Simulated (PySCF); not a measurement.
## Electronic structure of C$_{2}$H$_{8}$ClSi$_{4}$ (doublet) in real space

The calculation's input:

```
{"job": {"kind": "epr", "basis": "pcH-1"}, "charge": 0, "multiplicity": 2}
C      3.215781     0.094270    -0.914991
C      2.272976    -0.205130    -0.073005
Si     0.647803    -0.777307     0.446739
Si    -1.216887    -1.005635    -1.085240
Si    -2.356647     0.739012     0.025849
Si    -0.587070     0.924121     1.577654
Cl    -1.187242     0.326378     3.458392
H      3.167003    -0.113465    -1.982444
H      4.141335     0.565836    -0.602589
H      0.916341    -2.003169     1.218167
H     -0.873661    -0.777677    -2.496412
H     -1.849890    -2.333565    -1.144669
H     -3.703312     0.414207     0.514035
H     -2.589061     1.918931    -0.819436
H     -0.001882     2.241183     1.856038
```

Run with:

```sh
OMP_NUM_THREADS=1 python probes_run.py task.json out
```

Geometry: GFN2-xTB.

These are results of UKS B3LYP, pcH-1 on C Cl H Si, non-relativistic, mean-field spin-orbit, GIAO (PySCF 2.14.0, density-fitted response routines), not measurements.

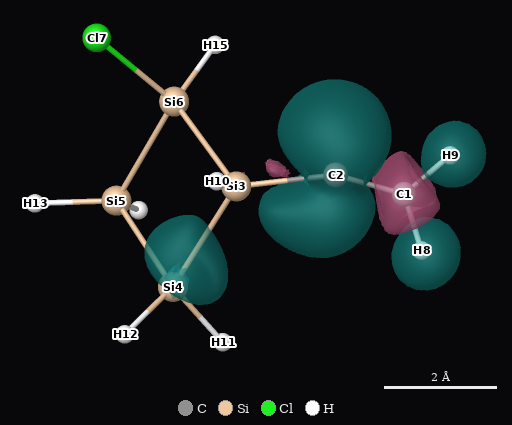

Figure 1. Isosurfaces of the spin density (α minus β) at +0.015 (teal) and −0.015 e/Å³ (pink), seen at a tilt.

Which atoms carry the spin?

The unpaired spin (1 electron) lies mostly on C2 (about 0.7), Si3 (about 0.1) and Si4 (about 0.1), in electrons by Hirshfeld's partition.

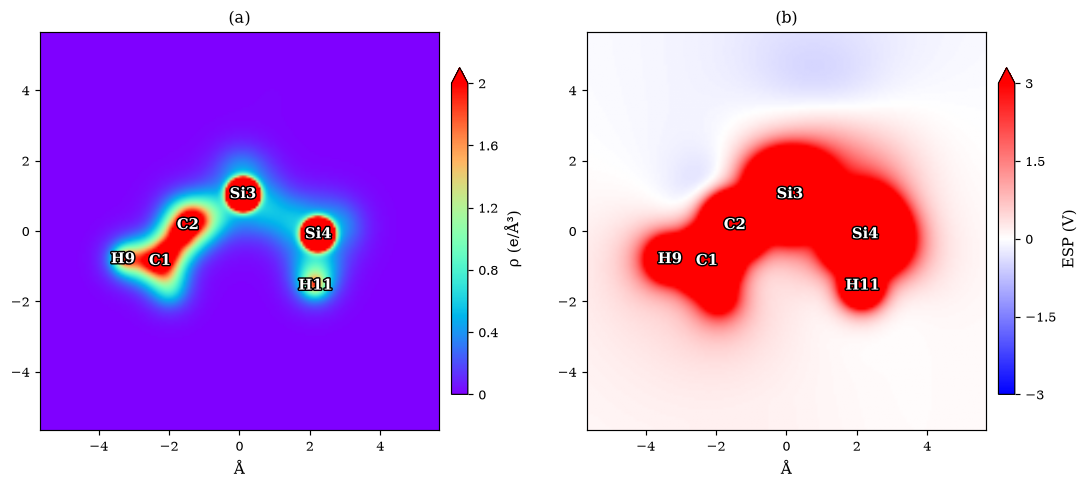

Figure 2. (a) electron density; (b) molecular electrostatic potential on the plane of atoms C2, Si3 and Si4.

What does the map show?

The plane passes through C, Si and H nuclei. C–C (1.30 Å): the density is about 2.4 e/Å³ at the midpoint. C–Si (1.80 Å): ρ is about 0.98 e/Å³ halfway. C–H (1.08 Å): the density is about 2 e/Å³ at the midpoint. Si–Si (2.42 Å): ρ is about 0.56 e/Å³ halfway. Si–H (1.47 Å): ρ at the midpoint is about 0.78 e/Å³. Outside the dense part of the molecule the potential is most negative (−0.5 V) near Cl7, which lies off the plane.

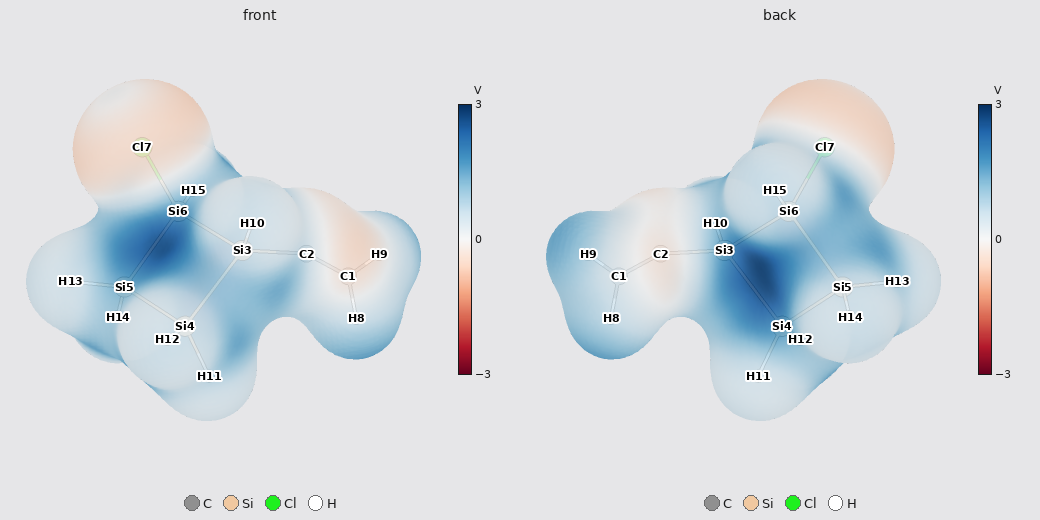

Figure 3. The molecular electrostatic potential painted on the density surface at 0.004 e/bohr³, seen from the front and from behind; red is negative and blue positive.

Which sites attract a positive test charge, and which a negative one?

A positive charge is drawn to the negative regions and a negative charge to the positive ones. The most negative region (about −0.6 V) lies over C2 and Cl7, the most positive (about +2.7 V) over Si3, Si4, Si5 and Si6.
